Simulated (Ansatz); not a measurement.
# InSi2H7 (SMILES [SiH3][SiH2][InH2]): HF/def2-SVP (core potential)

Aim: the vertical ionisation energy of InSi2H7 at HF/def2-SVP (core potential), from 2 runs. 

The results are computed with Ansatz 0.2.0.

54 further runs of the same task are left out: 54 set aside as unsound or not needed.

## (1) The system as given

The species is InSi2H7 (10 atoms), meant as a singlet with charge 0. As SMILES, `[SiH3][SiH2][InH2]`. The coordinates come from a PBE0-D4/def2-TZVP relaxation.

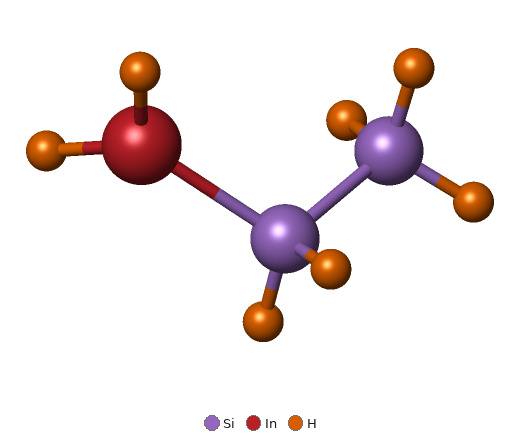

The structure, seen from a chosen angle (silicon purple, indium red, hydrogen orange).

## (2) A single-point energy at HF/def2-SVP (core potential)

File in.yaml:

```yaml
crystal:
  periodic: [false, false, false]
  atoms:
    - {symbol: Si, position_ang: [-1.450900, 0.732300, -0.821600]}
    - {symbol: Si, position_ang: [0.023100, -0.982700, -0.222400]}
    - {symbol: In, position_ang: [1.884800, -0.062700, 1.293100]}
    - {symbol: H, position_ang: [-2.541100, 0.248700, -1.711500]}
    - {symbol: H, position_ang: [-0.707700, 1.812100, -1.527500]}
    - {symbol: H, position_ang: [-2.065700, 1.320500, 0.400500]}
    - {symbol: H, position_ang: [-0.761300, -2.056900, 0.451800]}
    - {symbol: H, position_ang: [0.588700, -1.557900, -1.477300]}
    - {symbol: H, position_ang: [1.761400, -0.160900, 3.013900]}
    - {symbol: H, position_ang: [3.268800, 0.707500, 0.601100]}
basis:
  gaussian: {orbitals: def2-SVP}
hamiltonian: {xc: hf}
accuracy: high
output: {orbitals: {seedname: orbitals}}
```

The run is started by

```sh
ansatz run in.yaml --threads 1 --pin off --max-ram 3480MiB --events-out events.jsonl --progress --plain --runs-dir runs
```

Output:

```text
Warning: RAYON_NUM_THREADS=1 ignored (pool sized by the plan → 1); use --threads N
Functional definition: HF
  name "HF"
  exchange = exact_x
  correlation = 0
2240 factors; integrals over basis functions are off by at most 8.6e-9 eV
mean field evaluation 1: about -20976.7056 eV, gradient 1.4e1 eV
mean field evaluation 2: about -20976.7628 eV, gradient 1.5e1 eV
mean field evaluation 4: about -20978.0603 eV, gradient 1.4e0 eV
mean field evaluation 8: about -20978.0676 eV, gradient 1.2e-3 eV
mean field -20978.06763090 eV, -770.9297659906 hartree, gradient 4.4e-8 eV, S^2 0.000000; 0 other end points of the search recorded, 0 dependent functions left out
reference -20978.06763090 eV, -770.9297659906 hartree; 28, 28 occupied and 69, 69 virtual orbitals, 2240 factors
Total energy: -20978.06763090 eV, -770.9297659906 hartree
```

Wall time 3.6 s (1 thread of Arm Neoverse V1, shared host); peak memory 0.3 GiB.

## (3) The doublet cation

in.yaml, as its differences from that of step 2:

```diff
@@ -14,4 +14,10 @@
 basis:
-  gaussian: {orbitals: def2-SVP}
-hamiltonian: {xc: hf}
+  gaussian:
+    orbitals: def2-SVP
+total_charge: 1
+magnetization:
+  spin_polarized: true
+  initial_magnetization: 1
+hamiltonian:
+  xc: hf
 accuracy: high
```

The run is started by

```sh
ansatz run in.yaml --threads 1 --pin off --max-ram 3480MiB --events-out events.jsonl --progress --plain --runs-dir runs
```

Output:

```text
Warning: RAYON_NUM_THREADS=1 ignored (pool sized by the plan → 1); use --threads N
Functional definition: HF
  name "HF"
  exchange = exact_x
  correlation = 0
2236 factors; integrals over basis functions are off by at most 8.6e-9 eV
mean field evaluation 1: about -20967.8211 eV, gradient 1.1e1 eV
mean field evaluation 2: about -20967.8298 eV, gradient 1.1e1 eV
mean field evaluation 4: about -20969.4619 eV, gradient 1.5e0 eV
mean field evaluation 8: about -20969.5021 eV, gradient 1.8e-2 eV
mean field evaluation 16: about -20962.1945 eV, gradient 1.8e1 eV
mean field evaluation 32: about -20967.4593 eV, gradient 4.6e0 eV
mean field evaluation 64: about -20967.6654 eV, gradient 7.3e0 eV
mean field -20969.50207963 eV, -770.6149877874 hartree, gradient 2.1e-8 eV, S^2 0.772374; 0 other end points of the search recorded, 0 dependent functions left out
reference -20969.50207963 eV, -770.6149877874 hartree; 28, 27 occupied and 69, 70 virtual orbitals, 2236 factors
Total energy: -20969.50207963 eV, -770.6149877874 hartree
```

Wall time 9.9 s (1 thread of Arm Neoverse V1, shared host); peak memory 0.41 GiB.

## (4) Results

Level: HF/def2-SVP (core potential).

```
                                          quantity          value
                     singlet InSi2H7: total energy  -770.92977 Eh
                      singlet InSi2H7: HOMO energy       -9.52 eV
                      singlet InSi2H7: LUMO energy        0.38 eV
                    singlet InSi2H7: HOMO–LUMO gap        9.90 eV
                      doublet cation: total energy  -770.61499 Eh
doublet cation: HOMO energy (highest over α and β)      -15.62 eV
 doublet cation: LUMO energy (lowest over α and β)       -7.65 eV
                              doublet cation: ⟨S²⟩          0.772
vertical ionisation energy (to the doublet cation)       8.566 eV
```

In words: The vertical ionisation energy comes to 8.57 eV (826 kJ/mol). −ε(HOMO) before ionisation, 9.52 eV, is 0.95 eV above this ionisation energy.
